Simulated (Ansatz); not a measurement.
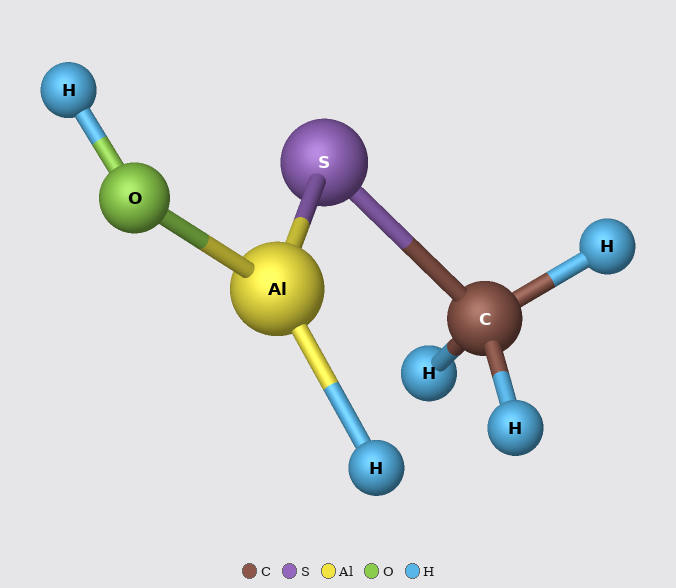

Sticks follow a distance rule. Harmonic vibrations computed with RKS PBE0-D4/def2-TZVP (Ansatz 0.2.0) at a stationary point of the same level.

Q: Minimum or transition state?

A: A minimum: no imaginary frequency, and the lowest mode lies at 75 cm⁻¹.

Q: List the wavenumbers.

A: 21 modes: 75, 114, 137, 227, 334, 489, 492, 597, 676, 724, 871, 975, 984, 1353, 1469, 1479, 1965, 3064, 3152, 3163, 3968 cm⁻¹.
